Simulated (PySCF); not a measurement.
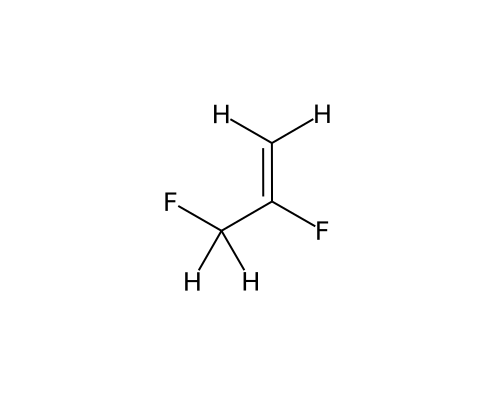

A structural formula.

Question: Transcribe the drawing into SMILES.

Answer: C=C(F)CF

Question: Give the formula, hydrogens included.

Answer: C3H4F2.

Question: An optimisation with PBE0-D3(BJ)/def2-SVP gave a structure of which point group?

Answer: Cs. Other conformers may differ.

The parts below concern this one geometry. Atoms keep their numbers from picture to picture. Computed geometry: PBE0-D3(BJ)/def2-SVP optimisation. No frequency run is at hand to confirm it as a minimum.

**Geometry**

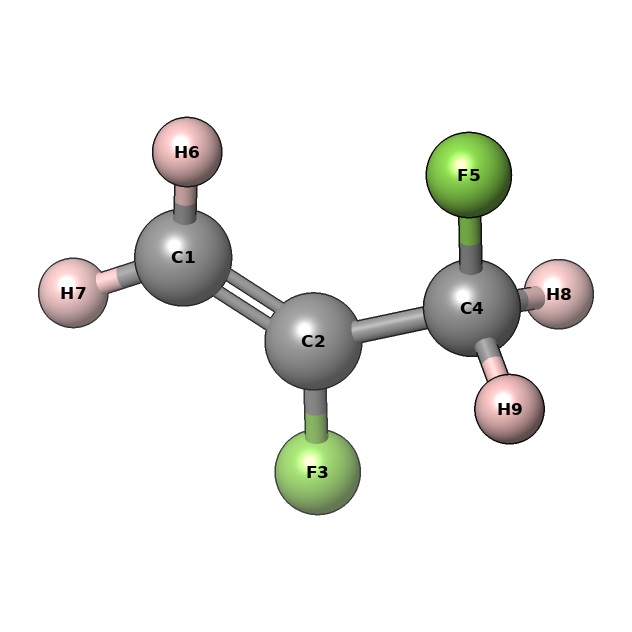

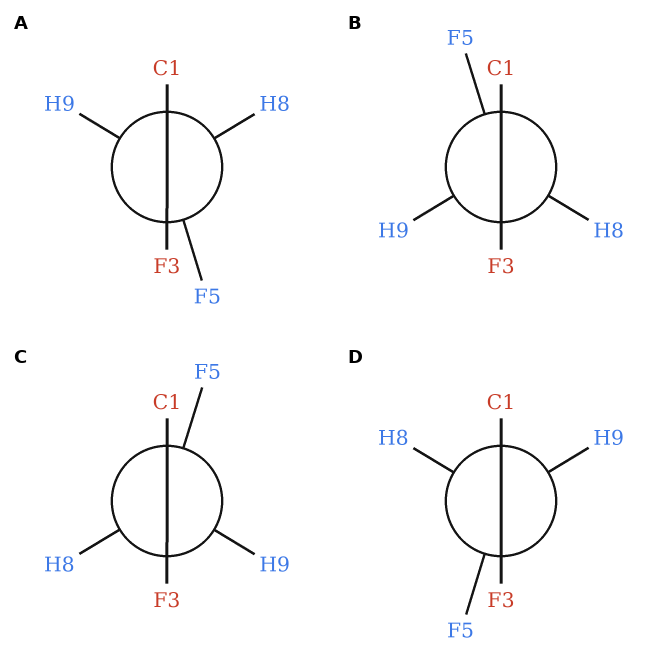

Atoms fade into the background with distance from the viewer. Bonds that would overlap in a projection are set slightly apart. No frequency run is at hand to confirm it as a minimum.

Question: Which Newman projection shows the view along C2–C4, with C2 in front?

Answer: C. The torsion angle F3–C2–C4–F5 is 180°, antiperiplanar (anti).

**Core levels**

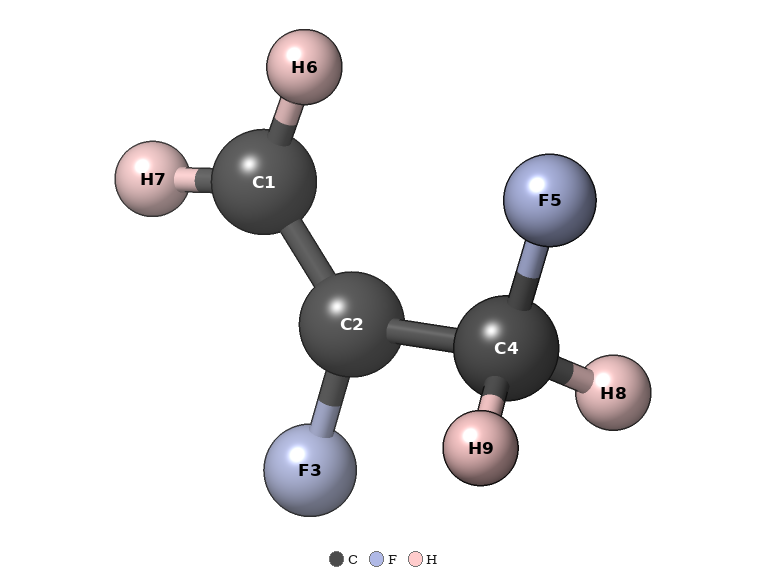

No frequency run is at hand to confirm it as a minimum. Properties computed with delta-SCF UKS SCAN, pcX-2 on the ionised atom, pcseg-1 elsewhere, spin-free X2C (PySCF 2.14.0).

Give the core-electron binding energies (to vacuum) of C1 1s, C2 1s, F3 1s, C4 1s, F5 1s.

| atom | level | binding energy (eV) |
| --- | --- | --- |
| C1 | 1s | 290.6 |
| C2 | 1s | 293.3 |
| F3 | 1s | 693.5 |
| C4 | 1s | 293.9 |
| F5 | 1s | 693.3 |

**Dipole moment**

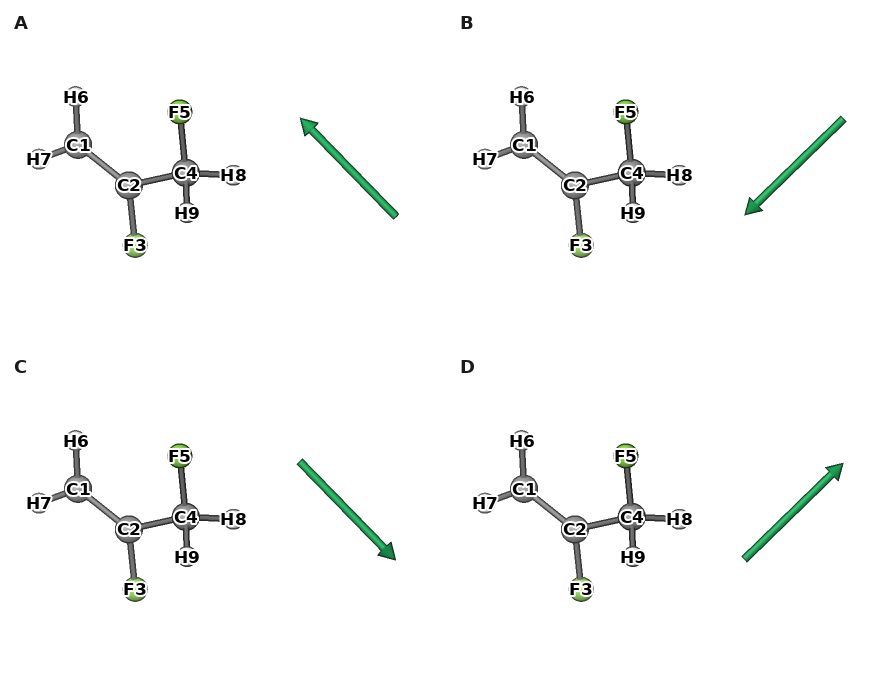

The same molecule four times, each with an arrow. No frequency run is at hand to confirm it as a minimum. Method: HF/pcSseg-2, gas phase (PySCF 2.14.0).

Question: Which arrow points along the dipole moment, from the negative to the positive end?

Answer: C. The dipole moment is 0.35 D; it points from the side of H6 to the side of H8, H9 (the outermost atoms at the two ends).

**Excitation**

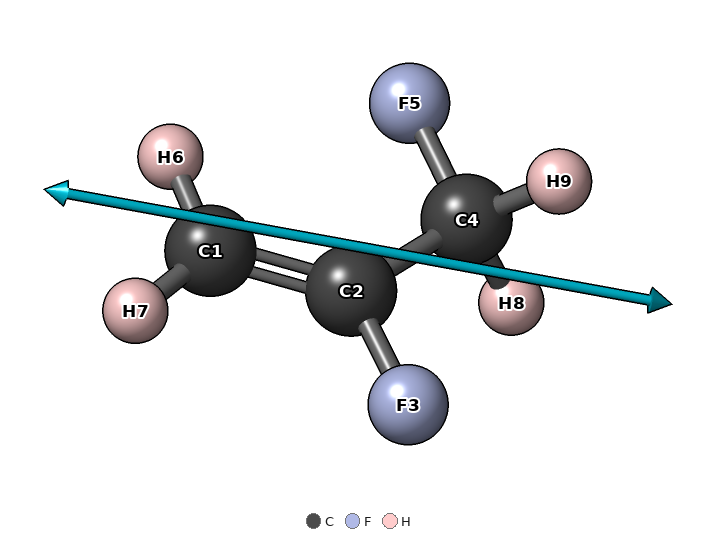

The double arrow shows the direction of the transition dipole to excited singlet state 2 (its length means nothing). No frequency run is at hand to confirm it as a minimum. Properties computed with TDDFT CAM-B3LYP/def2-SVPD, vertical, gas phase, core orbitals frozen in the response (PySCF 2.14.0).

Question: How is the transition polarised?

Answer: Nearly parallel to the C1–C2 bond.

Question: Give its energy, strength and character.

Answer: 7.53 eV (165 nm), oscillator strength 0.41, mainly HOMO → LUMO (weight 0.97); transition dipole 3.79 D.
